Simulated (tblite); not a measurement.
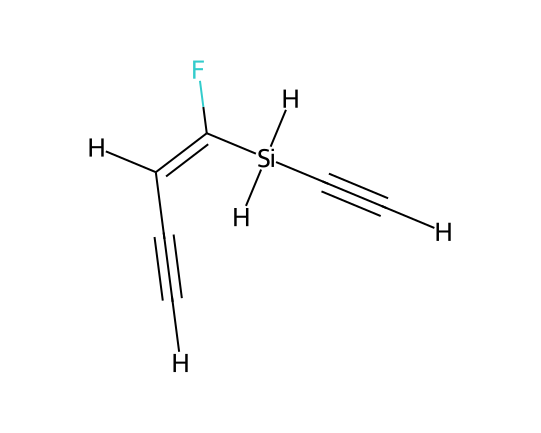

The picture comes from a calculation with tblite.

2D structure.

Q: Write the SMILES.

A: C#C/C=C(/F)[SiH2]C#C

Q: What is the molecular formula?

A: C6H5FSi.

Q: An optimisation with GFN2-xTB gave a structure of which point group?

A: C1. Other conformers may differ.
